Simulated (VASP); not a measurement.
Band structure of InSb (zinc blende). These are SCAN meta-GGA, VASP's PBE PAW potentials (set 64) (plane waves; VASP) values and carry that method's errors.

Unless said otherwise, spin-orbit coupling is left out, though it shifts the bands of the heavy elements here.

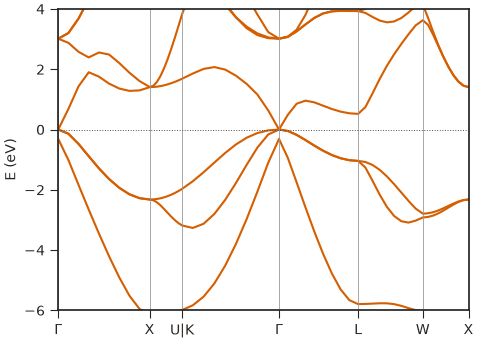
Fig. 1. Bands along high-symmetry lines, zero at the valence-band maximum or, without a gap, the Fermi level

Task: Read the plot: is there a gap, and where are the band edges?

Result: It has no gap at this level: it comes out as a metal or semimetal.

The compound is InSb in the zinc blende structure. It was relaxed first.
